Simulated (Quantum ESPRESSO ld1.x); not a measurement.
Atomic calculation, with input and output: Ag⁺

- system: the silver ion Ag⁺ in the configuration [Kr] 4d10.
- method: scalar-relativistic Kohn-Sham, LDA (Slater exchange, Perdew-Zunger correlation), spin-polarised, spherical densities, point nucleus (Quantum ESPRESSO ld1.x 7.5)

## Input file
```
 &input
    atom='Ag',
    iswitch=1,
    rel=1,
    lsd=1,
    dft='PZ',
    config='[Kr] 4d10 5s0 5p0 4f0 5d0',
    verbosity='high',
    prefix='ld1',
    max_out_wfc=37,
    file_charge='ld1.rho',
 /
```

## The program's output
```
     Program LD1 v.7.5 starts

     --------------------------- All-electron run ----------------------------

     scalar relativistic calculation

     atomic number is 47.00
     dft =PZ   lsd =1 sic =0 latt =0  beta=0.20 tr2=1.0E-14
     Exchange-correlation= PZ
                           (   1   1   0   0   0   0   0)
     mesh =2057 r(mesh) =  99.27089 a.u. xmin = -8.00 dx = 0.00800
     1 Ry =  13.60569312 eV, c = 137.03599908

     n l     nl                  e(Ry)          e(Ha)          e(eV)
     1 0     1S 1( 1.00)   -1860.050012340    -930.025006170 -25307.2696613
     2 0     2S 1( 1.00)    -274.443709145    -137.221854572  -3733.9968862
     2 1     2P 1( 3.00)    -246.393140643    -123.196570322  -3352.3494592
     3 0     3S 1( 1.00)     -50.770295408     -25.385147704   -690.7650591
     3 1     3P 1( 3.00)     -41.556632901     -20.778316450   -565.4067945
     4 0     4S 1( 1.00)      -7.597263577      -3.798631789   -103.3660368
     4 1     4P 1( 3.00)      -4.923310497      -2.461655249    -66.9850518
     3 2     3D 1( 5.00)     -26.979746493     -13.489873246   -367.0781513
     4 2     4D 1( 5.00)      -1.170041270      -0.585020635    -15.9192225
     5 0     5S 1( 0.00)      -0.854494293      -0.427247147    -11.6259871
     5 1     5P 1( 0.00)      -0.471819121      -0.235909561     -6.4194262
     4 3     4F 1( 0.00)      -0.063995469      -0.031997735     -0.8707027
     5 2     5D 1( 0.00)      -0.140234499      -0.070117249     -1.9079876
     1 0     1S 2( 1.00)   -1860.050012340    -930.025006170 -25307.2696613
     2 0     2S 2( 1.00)    -274.443709145    -137.221854572  -3733.9968862
     2 1     2P 2( 3.00)    -246.393140643    -123.196570322  -3352.3494592
     3 0     3S 2( 1.00)     -50.770295408     -25.385147704   -690.7650591
     3 1     3P 2( 3.00)     -41.556632901     -20.778316450   -565.4067945
     4 0     4S 2( 1.00)      -7.597263577      -3.798631789   -103.3660368
     4 1     4P 2( 3.00)      -4.923310497      -2.461655249    -66.9850518
     3 2     3D 2( 5.00)     -26.979746493     -13.489873246   -367.0781513
     4 2     4D 2( 5.00)      -1.170041270      -0.585020635    -15.9192225
     5 0     5S 2( 0.00)      -0.854494293      -0.427247147    -11.6259871
     5 1     5P 2( 0.00)      -0.471819121      -0.235909561     -6.4194262
     4 3     4F 2( 0.00)      -0.063995469      -0.031997735     -0.8707027
     5 2     5D 2( 0.00)      -0.140234499      -0.070117249     -1.9079876

     final scf error:  3.9E-15 reached in  29 iterations

     Etot =  -10621.669867 Ry,   -5310.834933 Ha, -144515.180659 eV
     Total magnetization:    0.00 Bohr mag.

     Ekin =   11031.894784 Ry,    5515.947392 Ha,  150096.574992 eV
     Encl =  -25656.737504 Ry,  -12828.368752 Ha, -349077.697014 eV
     Eh   =    4291.055351 Ry,    2145.527675 Ha,   58382.782275 eV
     Exc  =    -287.882497 Ry,    -143.941249 Ha,   -3916.840913 eV

     normalization and overlap integrals

     s(1S/1S) =  1.000000  <r> =   0.0311  <r2> =    0.0013  r(max) =   0.0201
     s(1S/2S) = -0.011520
     s(1S/3S) = -0.004761
     s(1S/4S) = -0.002065
     s(1S/5S) = -0.000610
     s(2S/2S) =  1.000000  <r> =   0.1351  <r2> =    0.0215  r(max) =   0.1142
     s(2S/3S) = -0.002904
     s(2S/4S) = -0.001215
     s(2S/5S) = -0.000357
     s(2P/2P) =  1.000000  <r> =   0.1177  <r2> =    0.0169  r(max) =   0.0913
     s(2P/3P) = -0.002376
     s(2P/4P) = -0.000913
     s(2P/5P) = -0.000216
     s(3S/3S) =  1.000000  <r> =   0.3692  <r2> =    0.1559  r(max) =   0.3335
     s(3S/4S) = -0.000801
     s(3S/5S) = -0.000231
     s(3P/3P) =  1.000000  <r> =   0.3681  <r2> =    0.1574  r(max) =   0.3256
     s(3P/4P) = -0.000663
     s(3P/5P) = -0.000154
     s(4S/4S) =  1.000000  <r> =   0.9117  <r2> =    0.9431  r(max) =   0.8235
     s(4S/5S) = -0.000138
     s(4P/4P) =  1.000000  <r> =   1.0009  <r2> =    1.1507  r(max) =   0.8780
     s(4P/5P) = -0.000090
     s(3D/3D) =  1.000000  <r> =   0.3461  <r2> =    0.1427  r(max) =   0.2730
     s(3D/4D) = -0.000387
     s(3D/5D) = -0.000058
     s(4D/4D) =  1.000000  <r> =   1.3893  <r2> =    2.3654  r(max) =   1.0386
     s(4D/5D) = -0.000030
     s(5S/5S) =  1.000000  <r> =   2.7763  <r2> =    8.7683  r(max) =   2.3487
     s(5P/5P) =  1.000000  <r> =   3.6083  <r2> =   14.9605  r(max) =   2.9858
     s(4F/4F) =  1.000000  <r> =  17.0729  <r2> =  327.3777  r(max) =  15.1478
     s(5D/5D) =  1.000000  <r> =   7.7658  <r2> =   70.5721  r(max) =   6.2330
     s(1S/1S) =  1.000000  <r> =   0.0311  <r2> =    0.0013  r(max) =   0.0201
     s(1S/2S) = -0.011520
     s(1S/3S) = -0.004761
     s(1S/4S) = -0.002065
     s(1S/5S) = -0.000610
     s(2S/2S) =  1.000000  <r> =   0.1351  <r2> =    0.0215  r(max) =   0.1142
     s(2S/3S) = -0.002904
     s(2S/4S) = -0.001215
     s(2S/5S) = -0.000357
     s(2P/2P) =  1.000000  <r> =   0.1177  <r2> =    0.0169  r(max) =   0.0913
     s(2P/3P) = -0.002376
     s(2P/4P) = -0.000913
     s(2P/5P) = -0.000216
     s(3S/3S) =  1.000000  <r> =   0.3692  <r2> =    0.1559  r(max) =   0.3335
     s(3S/4S) = -0.000801
     s(3S/5S) = -0.000231
     s(3P/3P) =  1.000000  <r> =   0.3681  <r2> =    0.1574  r(max) =   0.3256
     s(3P/4P) = -0.000663
     s(3P/5P) = -0.000154
     s(4S/4S) =  1.000000  <r> =   0.9117  <r2> =    0.9431  r(max) =   0.8235
     s(4S/5S) = -0.000138
     s(4P/4P) =  1.000000  <r> =   1.0009  <r2> =    1.1507  r(max) =   0.8780
     s(4P/5P) = -0.000090
     s(3D/3D) =  1.000000  <r> =   0.3461  <r2> =    0.1427  r(max) =   0.2730
     s(3D/4D) = -0.000387
     s(3D/5D) = -0.000058
     s(4D/4D) =  1.000000  <r> =   1.3893  <r2> =    2.3654  r(max) =   1.0386
     s(4D/5D) = -0.000030
     s(5S/5S) =  1.000000  <r> =   2.7763  <r2> =    8.7683  r(max) =   2.3487
     s(5P/5P) =  1.000000  <r> =   3.6083  <r2> =   14.9605  r(max) =   2.9858
     s(4F/4F) =  1.000000  <r> =  17.0729  <r2> =  327.3777  r(max) =  15.1478
     s(5D/5D) =  1.000000  <r> =   7.7658  <r2> =   70.5721  r(max) =   6.2330

     ------------------------ End of All-electron run ------------------------
```

## Slater integrals of the outer shells (hartree)

| integral | value |
| --- | --- |
| F0(4f,4f) | 0.0529 |
| F2(4f,4f) | 0.0288 |
| F4(4f,4f) | 0.0190 |
| F6(4f,4f) | 0.0140 |
| F0(4f,5d) | 0.0650 |
| F2(4f,5d) | 0.0215 |
| F4(4f,5d) | 0.0114 |
| G1(4f,5d) | 0.0191 |
| G3(4f,5d) | 0.0113 |
| G5(4f,5d) | 0.0078 |
| F0(4f,5p) | 0.0670 |
| F2(4f,5p) | 0.0071 |
| G2(4f,5p) | 0.0014 |
| G4(4f,5p) | 0.0009 |
| F0(4f,5s) | 0.0670 |
| G3(4f,5s) | 0.0004 |
| F0(5d,5d) | 0.1166 |
| F2(5d,5d) | 0.0596 |
| F4(5d,5d) | 0.0386 |
| F0(5d,5p) | 0.1468 |

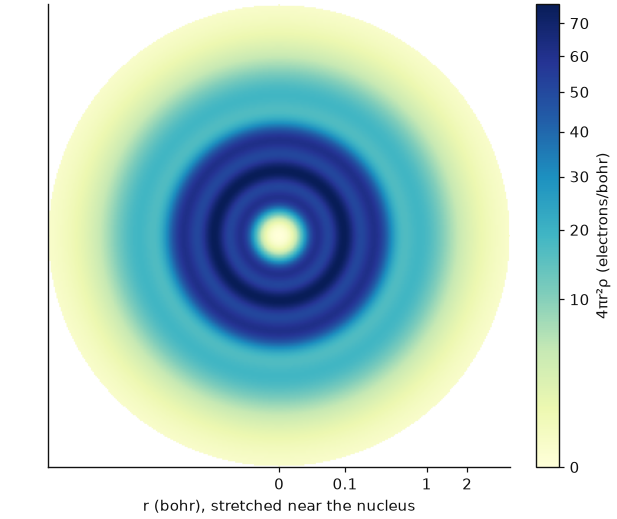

*The radial density 4πr²ρ as a disc about the nucleus, with the radius drawn as r to the power 0.35.*

There are 4 maxima, at r = 0.0220, 0.0965, 0.289 and 0.871 bohr, parted by minima at 0.0430, 0.189 and 0.648 bohr, inside which lie 2.0, 11.2 and 29.0 electrons.

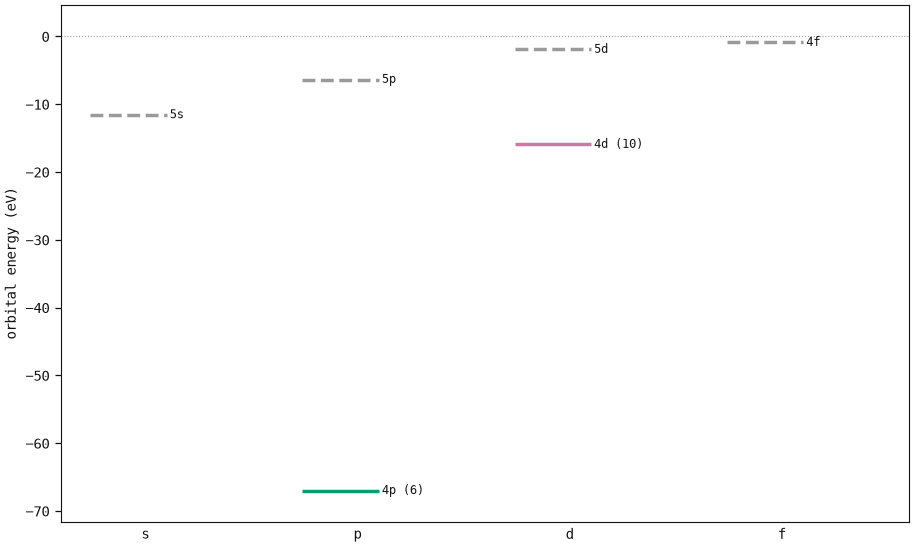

*The outer levels are drawn by angular momentum (occupations in brackets, empty levels dashed).*

The highest occupied level is 4d at −15.9 eV. From the top down the occupied levels run 4d (−15.9 eV), 4p (−67.0 eV). The lowest empty level drawn is 5s at −11.6 eV. The measured ionisation energy (NIST) is 21.5 eV; minus the highest level, 15.9 eV, lies 26 % below it, as is usual for a semilocal functional, whose potential decays too fast.

## Key numbers

- outcome: converged
- total energy: −5310.8349 hartree
- kinetic energy: 5515.9474 hartree
- electron–nucleus energy: −12828.3688 hartree
- Hartree energy: 2145.5277 hartree
- exchange–correlation energy: −143.941249 hartree
- radius at density 0.001 e/bohr³: 3.59 bohr
- SCF iterations: 29
- hardware: 1 CPU thread, shared host
- wall time: 1.2 s
